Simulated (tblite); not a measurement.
## Molecular dynamics of C5H10O2 (part 1 of 2)

The run: molecular dynamics of C5H10O2 (isopropyl acetate), SMILES CC(=O)OC(C)C. Method and program: GFN2-xTB Langevin dynamics, gas phase (tblite 0.8.0).

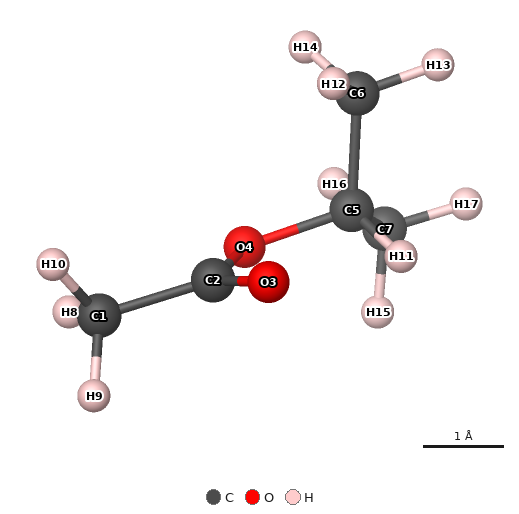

*The starting structure (ball-and-stick view, seen at a tilt; atoms are numbered from 1 in the order of the input).*

### Input file
```
{"job": {"dt": 1.5, "steps": 5000, "equilibration": 400, "friction": 0.005, "h_mass": 4.0, "temperature": 300, "xc": "GFN2-xTB", "basis": "xTB", "kind": "md"}, "charge": 0, "multiplicity": 1}
C     -2.872455    -0.829107     2.480022
C     -1.377174    -1.013423     2.542141
O     -0.706513    -0.858271     3.529061
O     -0.892953    -1.377846     1.354732
C      0.525612    -1.588050     1.244640
C      1.219960    -0.259413     0.965713
C      0.742134    -2.598071     0.127407
H     -3.245703    -1.105357     1.499454
H     -3.339360    -1.438851     3.249385
H     -3.108162     0.212165     2.687829
H      0.879139    -1.989751     2.203323
H      1.042693     0.431242     1.786632
H      2.290063    -0.416493     0.865808
H      0.835542     0.176658     0.046338
H      0.213367    -3.521970     0.346617
H      0.367855    -2.197469    -0.811173
H      1.801824    -2.812898     0.025872
```

The first line tells a small driver script what to run in tblite; the rest is the geometry in Å.

Run on 1 CPU thread, shared host.

Run as:
```bash
OMP_NUM_THREADS=1 python <driver script> task.json out
```

### Output
```
t/fs     T/K   E - E0/eV
     0.0    254.5     0.0000
   337.5    250.9     0.5663
   675.0    321.1     0.8406
  1012.5    345.5     0.7354
  1350.0    160.4     0.5891
  1687.5    252.2     0.5061
  2025.0    246.2     0.6078
  2362.5    263.1     0.5962
  2700.0    266.8     0.4592
  3037.5    290.9     0.7123
  3375.0    338.9     0.6254
  3712.5    248.4     0.5916
  4050.0    259.6     0.5089
  4387.5    282.1     0.5074
  4725.0    359.3     0.4675
  5062.5    428.2     0.7907
  5400.0    419.8     0.4517
  5737.5    395.6     0.4231
  6075.0    307.5     0.6275
  6412.5    236.0     0.6457
  6750.0    222.0     0.7455
  7087.5    341.8     0.5766
  7425.0    400.1     0.6853
  7762.5    271.3     0.9381
  8100.0    335.4     0.4346
```

### Trajectory as extended XYZ (Å, eV, eV/Å), 25 frames, from step=0 to step=5400
```
17
Properties=species:S:1:pos:R:3:forces:R:3 step=0 time_fs=0.0 energy=-651.89430 temperature=254.5
C    -2.8725   -0.8291    2.4800   -0.0010   0.0000   0.0010
C    -1.3772   -1.0134    2.5421    0.0000   0.0000   0.0020
O    -0.7065   -0.8583    3.5291   -0.0010   0.0010  -0.0010
O    -0.8930   -1.3778    1.3547   -0.0010   0.0020   0.0010
C     0.5256   -1.5880    1.2446    0.0000  -0.0010  -0.0010
C     1.2200   -0.2594    0.9657    0.0000   0.0000   0.0000
C     0.7421   -2.5981    0.1274    0.0010  -0.0020  -0.0010
H    -3.2457   -1.1054    1.4995    0.0000  -0.0010   0.0000
H    -3.3394   -1.4389    3.2494   -0.0010   0.0010   0.0010
H    -3.1082    0.2122    2.6878    0.0000   0.0000   0.0000
H     0.8791   -1.9898    2.2033    0.0000   0.0000  -0.0010
H     1.0427    0.4312    1.7866    0.0000   0.0000   0.0000
H     2.2901   -0.4165    0.8658    0.0000   0.0000  -0.0010
H     0.8355    0.1767    0.0463    0.0010  -0.0010   0.0010
H     0.2134   -3.5220    0.3466   -0.0010   0.0000  -0.0010
H     0.3679   -2.1975   -0.8112    0.0000   0.0010   0.0010
H     1.8018   -2.8129    0.0259    0.0020   0.0000   0.0000
17
Properties=species:S:1:pos:R:3:forces:R:3 step=225 time_fs=337.5 energy=-651.32805 temperature=250.9
C    -3.3084   -0.7592    1.7222   -2.2330   0.4870  -1.3800
C    -1.8775   -0.7092    1.9944    0.4320   0.6440   1.6140
O    -1.4281   -0.3692    3.0748   -0.1360  -0.2770  -0.5050
O    -1.1328   -1.1061    0.9782   -0.7460   0.5070   0.3300
C     0.2404   -1.1943    1.3084    0.3360  -0.5040  -0.0370
C     0.8726    0.1888    1.4613   -0.8280  -0.2710   0.5810
C     0.7394   -1.9894    0.1065    0.6100  -0.5220   0.7570
H    -3.4612   -0.5835    0.6296    0.0020   0.0330   0.7080
H    -3.6772   -1.7719    1.8842   -0.0150   0.0270   0.2620
H    -3.9465   -0.0332    2.3008    0.9370  -0.7840  -0.4280
H     0.2324   -1.6401    2.3452    0.6440  -0.4010  -1.0520
H     0.4471    0.5203    2.4377    0.6340   0.4200  -0.8110
H     1.9654    0.0734    1.5521   -0.6730   0.4460  -0.4230
H     0.4508    0.7917    0.6328    0.9550   0.0010   0.5360
H     0.2677   -2.9552    0.0852   -0.4560  -0.3480  -0.0370
H     0.5202   -1.4755   -0.8082   -0.1770   0.3740  -0.2440
H     1.7888   -2.1983    0.1441    0.7140   0.1670   0.1280
17
Properties=species:S:1:pos:R:3:forces:R:3 step=450 time_fs=675.0 energy=-651.05366 temperature=321.1
C    -3.3789   -0.3221    1.4550    1.6720  -1.2720  -0.3850
C    -2.0294   -0.6453    2.1461   -1.5210   1.7930  -1.5320
O    -1.9359   -0.8920    3.2916    0.4440  -0.9830   2.1910
O    -1.0546   -0.4108    1.3051    0.6830  -0.5900  -0.5350
C     0.2935   -0.6072    1.6875    1.9770   1.0480   0.5330
C     0.9043    0.8055    2.1225    1.2590  -0.1380   0.1320
C     1.0657   -1.0197    0.4427    0.1060  -0.8120   1.0670
H    -3.3189    0.6434    0.9760   -0.1650   0.1800   0.1670
H    -3.4111   -1.0862    0.6487   -0.6590   0.4440   0.5590
H    -4.0966   -0.4163    2.2447   -0.6720   0.0190  -0.2420
H     0.5415   -1.4451    2.3863   -1.0930   0.9930   0.3810
H     0.3393    1.4133    2.8438   -0.3050  -0.6370  -0.4230
H     1.8953    0.6455    2.6361   -0.8970  -0.1220  -0.5630
H     1.1504    1.4813    1.2391   -0.6440  -1.0910   0.8940
H     0.7394   -1.9514    0.0503   -0.7470  -0.7280  -0.3940
H     0.8614   -0.2416   -0.1979    0.1630   1.3560  -2.0180
H     2.1086   -1.1957    0.6444    0.4000   0.5400   0.1680
17
Properties=species:S:1:pos:R:3:forces:R:3 step=675 time_fs=1012.5 energy=-651.15895 temperature=345.5
C    -2.9000   -0.6560    1.2146   -0.7860  -0.2910  -0.6910
C    -1.7179   -0.6421    2.2306   -2.8800  -3.1640   0.4960
O    -1.6201   -1.5056    3.1002    0.0500   1.3250  -1.0680
O    -0.9147    0.2871    1.9471    1.8210   1.5230  -0.6210
C     0.3823    0.3147    2.6048   -1.6630   0.8840   1.1060
C     0.4410    1.8018    3.2015    2.3160  -1.0890  -1.3190
C     1.4560   -0.0288    1.6184    0.7030   1.7080  -1.0670
H    -2.8982    0.2090    0.4986    0.2890  -0.6860   0.8930
H    -2.8145   -1.5897    0.5867    0.0930   0.8580   0.7130
H    -3.9338   -0.7102    1.6623    1.2990   0.0860  -0.0580
H     0.3282   -0.4801    3.3877    0.1350   0.6430  -0.1350
H    -0.4223    2.1687    3.6829   -1.0730  -0.3380   0.4540
H     1.2872    1.8620    3.9340   -0.6080   0.0580  -0.8510
H     0.6011    2.4765    2.3198    0.1840  -0.5380   0.8580
H     1.4599   -0.9762    1.0959   -0.3200  -0.3730   0.7150
H     1.5037    0.7040    0.7822   -0.3880  -0.1040   0.4320
H     2.3544    0.1713    2.1670    0.8290  -0.5010   0.1420
17
Properties=species:S:1:pos:R:3:forces:R:3 step=900 time_fs=1350.0 energy=-651.30521 temperature=160.4
C    -3.1200   -0.4300    1.1482    1.4230  -2.7280  -0.6410
C    -1.9874   -0.4245    2.1825   -0.1420  -1.8570   1.3760
O    -1.9302   -1.1876    3.1394   -0.4900   0.4990  -1.0180
O    -1.0086    0.4226    1.9478    0.4510   0.5350  -1.1770
C     0.3004    0.2731    2.5687   -0.5780   0.7110   0.3180
C     0.5601    1.5934    3.3162   -0.0330  -0.3110   2.1080
C     1.3698    0.0338    1.5074   -0.8360  -0.6350   0.7340
H    -3.2893    0.5597    0.8571   -0.5940   1.0240  -0.5540
H    -2.7913   -1.0997    0.2549    0.1540   1.4930   1.0530
H    -3.9690   -1.0567    1.4329   -0.0590   0.8570   0.7240
H     0.2596   -0.5802    3.2454   -0.1260  -0.0310   0.2100
H    -0.2841    1.8007    4.0855    1.1780  -0.1910  -1.5580
H     1.4892    1.5395    3.9611   -0.8690  -0.1520  -0.8490
H     0.7022    2.4017    2.6101   -0.3210   0.0910   0.0910
H     1.2033   -0.9025    0.9914   -0.0820  -0.1240  -0.1360
H     1.3681    0.8357    0.8241    0.1310   0.8100  -0.8150
H     2.2879   -0.0264    2.0443    0.7920   0.0080   0.1320
17
Properties=species:S:1:pos:R:3:forces:R:3 step=1125 time_fs=1687.5 energy=-651.38822 temperature=252.2
C    -3.6195    0.9128    0.9961    1.0830  -1.9440   0.1680
C    -2.4311    0.6072    1.9361   -0.6470   0.1780   1.1350
O    -2.4735    0.4254    3.1381   -0.6130  -0.0340  -0.9270
O    -1.2981    0.7002    1.2871    1.9550   0.1340  -0.2950
C    -0.0614    0.7399    2.1007   -1.0770   0.2780   1.5610
C    -0.0251    2.0557    2.8958    0.1410   0.7460  -0.6170
C     1.2027    0.5569    1.3452    0.4880  -0.9900  -0.6740
H    -3.7488   -0.0004    0.3041   -0.1870   1.3240   1.2020
H    -4.4736    1.1368    1.6431    0.1600  -0.0570  -0.7310
H    -3.2227    1.6993    0.3764   -0.5350   0.4510  -0.1420
H    -0.1012   -0.0405    2.8590   -0.4640  -0.4500   0.0430
H    -0.8834    2.2045    3.5227   -0.5500  -0.2780   0.1960
H     0.8393    2.1573    3.5691   -0.1490  -0.2390  -0.6220
H    -0.0504    2.8647    2.1526    0.3180   0.0220   0.3130
H     1.3342   -0.5208    1.0777   -0.0560   0.9650  -0.1390
H     1.2116    1.2011    0.4822    0.1210  -0.0430  -0.4340
H     2.0283    0.8398    1.9934    0.0100  -0.0630  -0.0380
17
Properties=species:S:1:pos:R:3:forces:R:3 step=1350 time_fs=2025.0 energy=-651.28647 temperature=246.2
C    -3.2414    1.7581    0.2125   -1.1490   0.2190   0.5290
C    -2.2621    0.9327    0.9930    0.4730  -0.0040   1.4060
O    -2.5836    0.0277    1.7227    0.0330  -0.0460  -0.1360
O    -0.9824    1.3884    0.9385   -1.1330   0.6320  -1.3960
C     0.0049    1.1748    1.9485   -1.0990  -1.3130  -0.0760
C     0.4273    2.5635    2.3443    2.0760  -0.6760  -2.3220
C     1.1221    0.2736    1.4268   -0.7270  -0.6020  -0.1830
H    -3.9693    1.1743   -0.3134   -0.1680  -1.0060  -0.2800
H    -3.9488    2.3825    0.8398    1.4010  -0.4110  -0.1900
H    -2.7473    2.3218   -0.5249    0.6790   1.0420  -0.5580
H    -0.5402    0.6039    2.7184    0.2880   0.2850   0.4280
H    -0.3409    3.1081    2.7427   -1.8350   1.2760   0.8790
H     1.2689    2.5608    2.9809    0.7650  -0.1760   0.9740
H     0.8043    3.0333    1.4000   -0.5000  -0.0670   0.6200
H     0.7958   -0.7781    1.3939   -0.2030   0.3950  -0.2230
H     1.4449    0.5558    0.4272    0.1520   0.1590   0.2490
H     1.8921    0.2731    2.1584    0.9470   0.2930   0.2790
17
Properties=species:S:1:pos:R:3:forces:R:3 step=1575 time_fs=2362.5 energy=-651.29808 temperature=263.1
C    -3.3080    1.9061    0.8510   -1.3730   0.0730  -0.6300
C    -2.4271    0.7370    1.1541    0.4980  -0.7080  -0.3710
O    -2.6626   -0.4163    0.9017   -0.5630  -0.0860  -0.2030
O    -1.3153    1.1098    1.7206    0.0840   1.7890   0.4780
C    -0.2431    0.3078    2.1003    0.5730  -1.4910   0.8980
C     0.0395    0.7169    3.5784    2.8650   1.3610  -1.9690
C     0.8971    0.5957    1.0885    0.0760  -0.3580   2.1600
H    -4.2684    1.5323    1.2538    0.0710   0.6680  -0.3180
H    -3.0729    2.9067    1.2654    0.2310  -0.9970  -0.0920
H    -3.4221    2.0010   -0.2596    0.0880  -0.1050   0.9190
H    -0.4986   -0.7975    2.1575    0.0480   0.9510  -0.6450
H    -0.7062    0.4297    4.2220   -1.6580  -0.5960   1.1970
H     1.0277    0.4008    3.9801   -0.6780  -0.2730  -0.5190
H     0.1322    1.8073    3.5157   -0.2930  -0.0190   0.3970
H     0.6968    0.1251    0.1651   -0.3010  -0.1710  -0.9490
H     1.0661    1.6672    1.0095   -0.0940  -0.1680  -0.1140
H     1.7571    0.1124    1.5416    0.4260   0.1290  -0.2400
17
Properties=species:S:1:pos:R:3:forces:R:3 step=1800 time_fs=2700.0 energy=-651.43515 temperature=266.8
C    -3.4895    1.6178    1.4105   -0.2300   0.4060  -0.8530
C    -2.2358    0.7552    1.5307   -0.3480  -0.1930  -0.4170
O    -1.7880    0.1021    0.6080   -0.2480   0.6040   0.8220
O    -1.7597    0.7692    2.7666   -0.1850   0.6800  -0.3570
C    -0.6193   -0.0316    3.0889    0.2240   1.0920  -0.2650
C    -1.1070   -0.8201    4.2869    0.9400  -1.4510  -0.8710
C     0.6201    0.9098    3.2418   -2.4140   0.6580  -0.8650
H    -4.2782    1.3952    2.1447    0.6760   0.0270  -0.0040
H    -3.2523    2.7303    1.4667   -0.2300  -1.5240  -0.1750
H    -3.9074    1.3238    0.4175    0.2460   0.7050   0.5960
H    -0.4495   -0.6718    2.2173    0.1600  -0.2320   0.0820
H    -2.0767   -1.2629    3.9753    0.7090   0.0670   0.5420
H    -0.3362   -1.5936    4.4820   -0.7050   0.1380   0.0660
H    -1.2071   -0.2254    5.1550   -0.2520   0.6370   0.6820
H     0.7503    1.4921    2.3339   -0.0830  -0.2770  -0.4830
H     0.4988    1.6831    3.9711   -0.2570  -0.0290   0.9220
H     1.4605    0.3464    3.3878    1.9960  -1.3080   0.5790
17
Properties=species:S:1:pos:R:3:forces:R:3 step=2025 time_fs=3037.5 energy=-651.18203 temperature=290.9
C    -4.0153    1.6257    1.5472   -1.2390   0.1770  -0.0100
C    -2.7304    0.8619    1.7002    0.2830  -0.3660  -4.2050
O    -2.1742    0.3170    0.7411   -0.7600   0.4950   1.4990
O    -2.2882    0.9538    2.8787    2.0640  -0.5640   3.0170
C    -1.0820    0.1437    3.2627    0.2330   0.8210  -0.3020
C    -1.5489   -0.9340    4.2028   -0.2750   0.9520   1.6410
C     0.0182    0.9866    3.9004   -0.6280   1.8250   0.2150
H    -4.6756    1.3359    2.3798    0.2900   0.4660  -0.0660
H    -3.8609    2.7220    1.5173    0.0310  -0.7080   0.2330
H    -4.5671    1.3450    0.6420    0.4790   0.0250   0.0150
H    -0.6562   -0.2187    2.3246   -0.2630  -0.3490  -0.1270
H    -1.9702   -1.7455    3.6720   -0.3720  -0.8360  -0.3210
H    -0.7167   -1.2477    4.8547   -0.3910  -0.0660  -0.4470
H    -2.3322   -0.4848    4.8851    0.7440  -0.5230  -0.6980
H     0.3943    1.7308    3.2207   -0.8490   1.1470  -0.7500
H    -0.3342    1.5391    4.8183    0.5300  -0.9350  -0.7930
H     0.9849    0.5448    3.9711    0.1230  -1.5590   1.1010
17
Properties=species:S:1:pos:R:3:forces:R:3 step=2250 time_fs=3375.0 energy=-651.26886 temperature=338.9
C    -4.4014    1.8877    1.3682   -0.3120   0.4200   1.0170
C    -3.1508    1.0666    1.4749   -1.3570   0.5230  -1.1200
O    -2.5888    0.5652    0.5436    0.2310  -0.0600  -0.9080
O    -2.8077    0.9319    2.7101    0.5260  -0.4520   1.1440
C    -1.5695    0.2514    2.8336    1.1110   0.0230   2.9770
C    -1.6812   -0.7368    4.0389   -1.9050  -1.0940  -2.3890
C    -0.5170    1.3724    3.1042    0.8820  -1.9420  -1.8830
H    -5.0141    1.7362    2.2672    0.0470  -0.2640  -0.3060
H    -4.1854    2.9540    1.4015    0.2330  -0.0080  -0.3820
H    -4.9212    1.6148    0.4815   -0.4410   0.0230  -0.5940
H    -1.3504   -0.2896    1.9205    0.0410  -0.0760  -0.1150
H    -2.7302   -1.2337    3.9262    1.8590   0.3950   0.1160
H    -0.8829   -1.4697    3.9803   -0.1940  -0.0680  -0.0040
H    -1.7035   -0.2994    4.9829    0.1950   1.0470   1.2670
H    -0.8044    2.1151    2.4036   -0.2510   1.3060  -0.0880
H    -0.4459    1.6864    4.1211   -0.0500   0.1450   0.2750
H     0.4662    1.0408    2.6684   -0.6150   0.0820   0.9940
17
Properties=species:S:1:pos:R:3:forces:R:3 step=2475 time_fs=3712.5 energy=-651.30268 temperature=248.4
C    -4.7259    1.5688    0.8337    1.2700   0.5400   1.4020
C    -3.3302    1.1222    1.2658   -2.8860  -0.0300   0.6360
O    -2.3915    1.1893    0.5868    3.4750   0.3230  -3.2580
O    -3.2656    0.6978    2.4831   -0.6350  -1.0290   1.9020
C    -2.0237    0.1044    2.9323   -0.5930  -0.3800   0.7530
C    -2.4303   -0.7629    4.1435    0.1430   0.8420   0.1370
C    -1.0486    1.2271    3.1830    0.2610  -0.0280   0.4730
H    -5.4623    0.8132    1.0784   -0.0520   0.1510  -0.4080
H    -4.8339    2.4324    1.5169   -0.6100  -0.1630  -0.5880
H    -4.5778    1.8823   -0.1888   -0.7120  -0.0860  -0.1320
H    -1.6217   -0.5544    2.1733   -0.0910  -0.1030  -0.5760
H    -3.5005   -0.8421    4.1764   -0.4800  -0.3020  -0.3390
H    -1.9735   -1.7238    4.1081    0.2170  -0.6470  -0.1280
H    -2.1912   -0.3215    5.0999    0.4400   0.3780   0.1260
H    -1.0994    1.8487    2.2976    0.2520   0.3170   0.0460
H    -1.4238    1.7849    4.0635    0.7320  -0.1860  -0.4310
H    -0.0133    0.8361    3.2594   -0.7310   0.4020   0.3840
17
Properties=species:S:1:pos:R:3:forces:R:3 step=2700 time_fs=4050.0 energy=-651.38536 temperature=259.6
C    -4.5475    1.2526   -0.3948   -1.1290  -0.9160   1.9440
C    -3.3692    0.5882    0.3192   -1.5410   1.2650  -1.0110
O    -2.4450    0.0833   -0.2476    0.3690  -0.2780   0.4220
O    -3.6131    0.7573    1.6030    1.1530  -0.7480   0.8640
C    -2.5121    0.3535    2.4662    0.3230   1.6260  -0.3050
C    -2.9251   -0.6493    3.4876    0.3880  -2.3520  -1.0300
C    -2.0123    1.5616    3.2447   -0.0090   0.1270   0.4510
H    -5.4313    0.5814   -0.1830    0.7340   0.7530  -0.3480
H    -4.7647    2.2315    0.0471    0.1260  -0.3180  -0.0920
H    -4.3849    1.3266   -1.4137    0.2690   0.0940  -1.8340
H    -1.7282    0.0628    1.7599    0.0990  -0.5300   0.2650
H    -2.9735   -1.6232    2.9683    0.0690  -0.0140   0.2840
H    -2.2115   -0.7671    4.3016   -0.1810   0.2980  -0.1130
H    -3.9195   -0.4915    3.8137   -0.7380   0.5660   0.6180
H    -2.0896    2.5239    2.7862   -0.1270   0.3520  -0.7470
H    -2.5802    1.6124    4.1533   -0.3060   0.2040   0.5460
H    -0.9836    1.4145    3.5139    0.5010  -0.1290   0.0850
```
